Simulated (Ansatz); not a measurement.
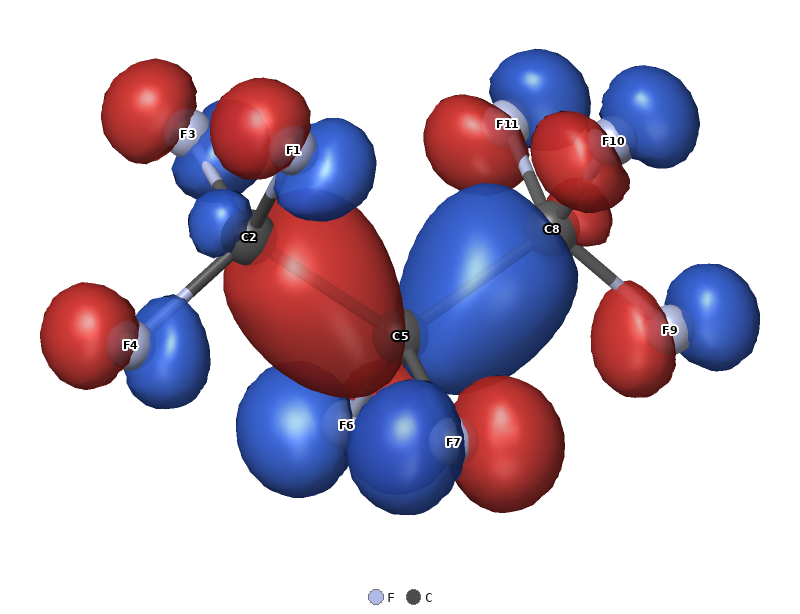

C$_{3}$F$_{8}$ (SMILES FC(F)(F)C(F)(F)C(F)(F)F). The HOMO at ±0.15 Å⁻³ᐟ² (blue and red are the two phases), seen at a tilt.

Geometry: PBE0-D4/def2-TZVP.

Method: RKS PBE0-D4/def2-TZVPP (Ansatz).

```yaml
atoms:
  - { symbol: F, position_ang: [0.7015, -1.1290, -1.5292] }
  - { symbol: C, position_ang: [-0.3650, -0.4076, -1.2151] }
  - { symbol: F, position_ang: [-1.3529, -1.2218, -0.8723] }
  - { symbol: F, position_ang: [-0.7364, 0.2927, -2.2775] }
  - { symbol: C, position_ang: [-0.0403, 0.5766, -0.0607] }
  - { symbol: F, position_ang: [-1.1392, 1.2972, 0.1887] }
  - { symbol: F, position_ang: [0.9368, 1.3907, -0.4750] }
  - { symbol: C, position_ang: [0.4147, -0.0785, 1.2700] }
  - { symbol: F, position_ang: [0.6539, 0.8796, 2.1542] }
  - { symbol: F, position_ang: [1.5234, -0.7820, 1.0904] }
  - { symbol: F, position_ang: [-0.5310, -0.8751, 1.7471] }
```

**What is the character of this orbital?**

It lies mainly on C5 (about 15 %), F6 (about 15 %), F7 (about 15 %), C2 (about 10 %) and C8 (about 10 %). Its energy is −10.81 eV.
